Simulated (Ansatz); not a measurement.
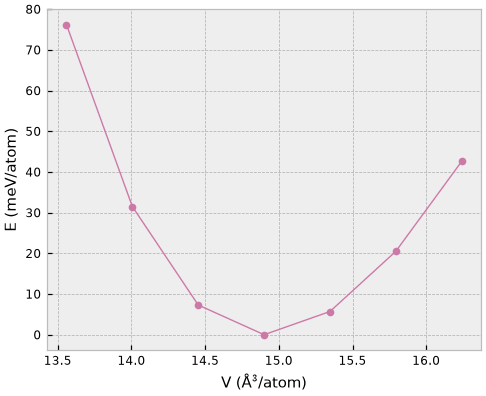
Figure. Ge2Mo in space group Fddd (No. 70; Ge on 16f, Mo on 8a) under volume change, PBEsol (plane waves, PAW; program Ansatz), shape and atoms relaxed at each volume.

Q: What does a third-order Birch–Murnaghan fit give for V₀, B₀ and B′?

A: V₀ = 14.92 Å³/atom, B₀ = 149 GPa, B′ = 7.5.

A made-up cell: these elements were put on the sites of a structure type; neither database checked (COD, Materials Project) lists it. COD files the formula under space group No. 62. Its standing as an ambient phase is unchecked. The cell was relaxed with PBEsol under the symmetry of its start; whether a distortion lowers the energy is not shown. The run is not spin-polarised.

Potentials: the later of the program's two PAW sets.
